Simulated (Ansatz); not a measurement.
# CH2BO radical: one structure at several levels

Aim: energy, forces and dipole at a structure displaced at random from a GFN2-xTB minimum, from CCSD(T) and from density functionals.

Method: single points in def2-TZVPP; program: Ansatz 0.2.0, Gaussian basis.

Cores are frozen in the correlated methods. Orbitals are unrestricted.

## Step 1: Where the work starts

SMILES `[CH2]B=O`, 5 atoms, charge 0, spin multiplicity 2.

Atoms are counted from 1 here; the program's logs count them from 0.

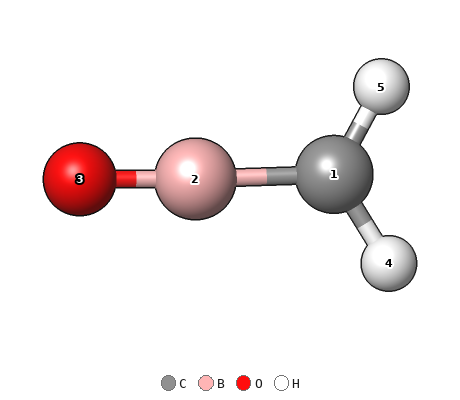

As it starts; carbon grey, boron pink, oxygen red, hydrogen white; atoms are numbered from 1 in the order of the file.

As a file:

```
C    -0.3371    0.3218   -0.3739
B     0.5015   -0.4876    0.5227
O     1.1941   -1.1357    1.2971
H    -0.8322   -0.1490   -1.2408
H    -0.4720    1.3491   -0.1927
```

## Step 2: CCSD(T)/def2-TZVPP

Input file run/in.yaml:

```yaml
crystal:
  periodic: [false, false, false]
  atoms:
    - {symbol: C, position_ang: [-0.337100, 0.321800, -0.373900]}
    - {symbol: B, position_ang: [0.501500, -0.487600, 0.522700]}
    - {symbol: O, position_ang: [1.194100, -1.135700, 1.297100]}
    - {symbol: H, position_ang: [-0.832200, -0.149000, -1.240800]}
    - {symbol: H, position_ang: [-0.472000, 1.349100, -0.192700]}
basis:
  gaussian: {orbitals: def2-TZVPP}
magnetization: {spin_polarized: true, initial_magnetization: 1}
correlation: {method: ccsd_t}
scf: {omitted_lower_state_checks: [cluster_reference]}
output: {forces: true}
```

The command line of these runs was not kept.

## Step 3: PBE0-D4/def2-TZVPP

Edit run/in.yaml of step 2 so:

```diff
@@ -11,4 +11,3 @@
 magnetization: {spin_polarized: true, initial_magnetization: 1}
-correlation: {method: ccsd_t}
-scf: {omitted_lower_state_checks: [cluster_reference]}
-output: {forces: true}
+hamiltonian: {xc: pbe0, dispersion: d4}
+output: {forces: true, orbitals: {seedname: orbitals}}
```

## Step 4: wB97M-V/def2-TZVPP

Edit run/in.yaml of step 3 so:

```diff
@@ -11,3 +11,3 @@
 magnetization: {spin_polarized: true, initial_magnetization: 1}
-hamiltonian: {xc: pbe0, dispersion: d4}
-output: {forces: true, orbitals: {seedname: orbitals}}
+hamiltonian: {xc: {name: wB97M-V}}
+output: {forces: true}
```

## Step 5: r2SCAN-D4/def2-TZVPP

Edit run/in.yaml of step 4 so:

```diff
@@ -11,3 +11,3 @@
 magnetization: {spin_polarized: true, initial_magnetization: 1}
-hamiltonian: {xc: {name: wB97M-V}}
+hamiltonian: {xc: r2scan, dispersion: d4}
 output: {forces: true}
```

## Step 6: PBE-D4/def2-TZVPP

Edit run/in.yaml of step 5 so:

```diff
@@ -11,3 +11,3 @@
 magnetization: {spin_polarized: true, initial_magnetization: 1}
-hamiltonian: {xc: r2scan, dispersion: d4}
+hamiltonian: {xc: pbe, dispersion: d4}
 output: {forces: true}
```

## Step 7: r2SCAN0-D4/def2-TZVPP

Edit run/in.yaml of step 6 so:

```diff
@@ -11,3 +11,3 @@
 magnetization: {spin_polarized: true, initial_magnetization: 1}
-hamiltonian: {xc: pbe, dispersion: d4}
+hamiltonian: {xc: {name: r2SCAN0}, dispersion: d4}
 output: {forces: true}
```

## Step 8: CAM-B3LYP-D4/def2-TZVPP

Edit run/in.yaml of step 7 so:

```diff
@@ -11,3 +11,3 @@
 magnetization: {spin_polarized: true, initial_magnetization: 1}
-hamiltonian: {xc: {name: r2SCAN0}, dispersion: d4}
+hamiltonian: {xc: {name: CAM-B3LYP}, dispersion: d4}
 output: {forces: true}
```

(Steps that only read results are left out.)

What does the calculation give? Wanted: energy less free atoms, CCSD(T)/def2-TZVPP; RMS force component; RMS force error; HOMO and LUMO, PBE0-D4; T1 diagnostic.

As calculated:

| quantity | value |
| --- | --- |
| energy less free atoms, CCSD(T)/def2-TZVPP | -2079.6 kJ/mol |
| RMS force component | 0.613 to 0.956 eV/Å over the methods |
| RMS force error | PBE0-D4 0.245, wB97M-V 0.241, r2SCAN-D4 0.183, PBE-D4 0.365, r2SCAN0-D4 0.373, CAM-B3LYP-D4 0.351 eV/Å |
| HOMO and LUMO, PBE0-D4 | -8.21 and -3.69 eV |
| T1 diagnostic | 0.021 |

**Reading.** Against CCSD(T) the functionals' energies less atoms differ by -144.9 to -47.5 kJ/mol, PBE-D4 by -144.9 kJ/mol. The reference is not at the basis limit: in triple zeta CCSD(T) underbinds, which counts against methods that bind more; the gaps are no ranking. On forces the order runs from r2SCAN-D4 to r2SCAN0-D4. Frozen-core CCSD(T) forces in triple zeta carry basis errors of their own, and this is one geometry, so small gaps rank nothing.
